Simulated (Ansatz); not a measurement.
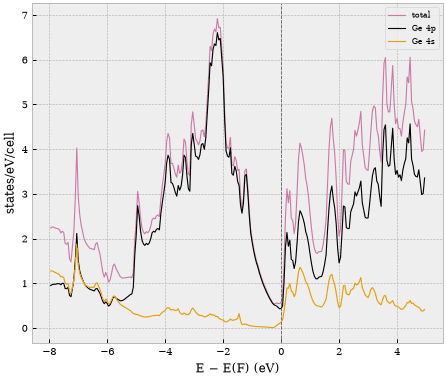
Total and projected density of states of Ge in space group Ia-3 (No. 206; Ge on 16c), plane-wave PAW r²SCAN (Ansatz code)

**Question.** Which orbitals carry the states next to the Fermi level?

**Answer.** Within 0.5 eV of the Fermi level: Ge 4p 72 %, Ge 4s 25 %. Projections are on Löwdin-orthogonalised atomic valence shells; empty p or d shells of many metals are not among them.

**Question.** Where is the tallest occupied peak in this window, and what makes it?

**Answer.** Near -2.2 eV, about 6.9 states/eV per cell; the largest projected share is Ge 4p.

The workflow started from a Materials Project entry (that database holds measured and hypothetical structures alike); the Crystallography Open Database copy checked does not list it. It is not the phase usual at ambient conditions (space group No. 227). Symmetry was held in the r²SCAN relaxation; whether a distortion lowers the energy is not shown. Spin–orbit coupling is left out wherever it is not named.

Potentials: the later of the program's two PAW sets.
